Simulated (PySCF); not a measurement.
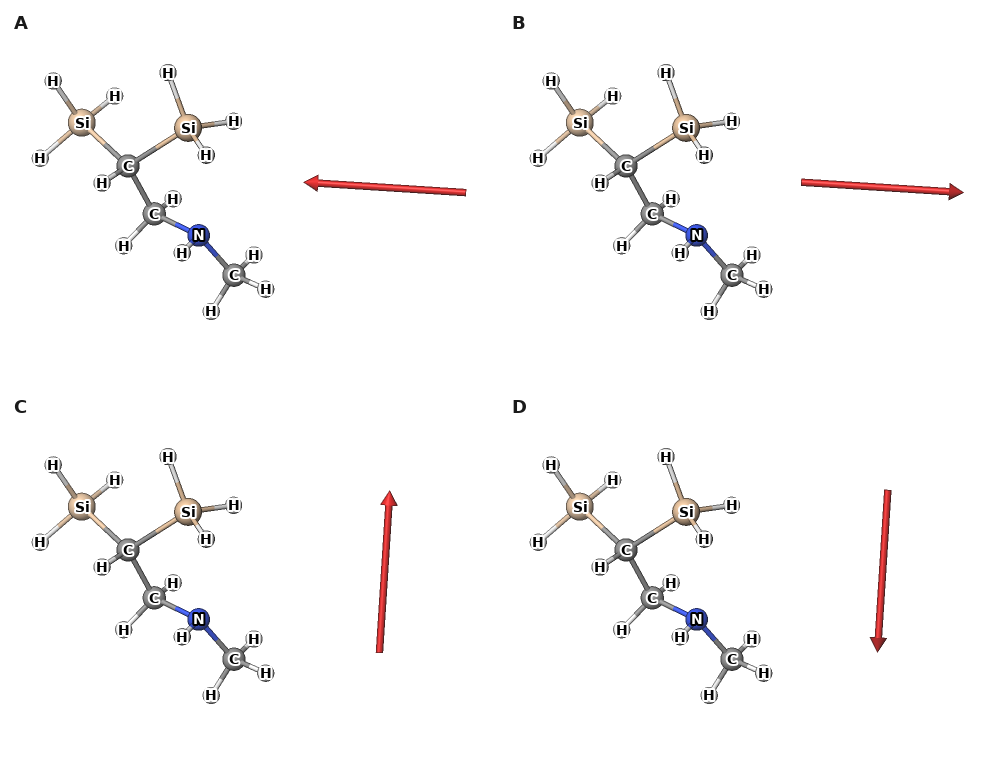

The same molecule four times, each with an arrow. The geometry was computed by an optimisation with GFN2-xTB. No frequency run is at hand to confirm it as a minimum. Properties computed with CAM-B3LYP/def2-SVPD, gas phase (PySCF 2.14.0).

Which arrow points along the dipole moment, from the negative to the positive end?

D. The dipole moment is 2.26 D.

The geometry is semi-empirical. Around Si such bond lengths and angles can be off by a tenth of an ångström or more and by several degrees, and values that hang on the shape move with them.
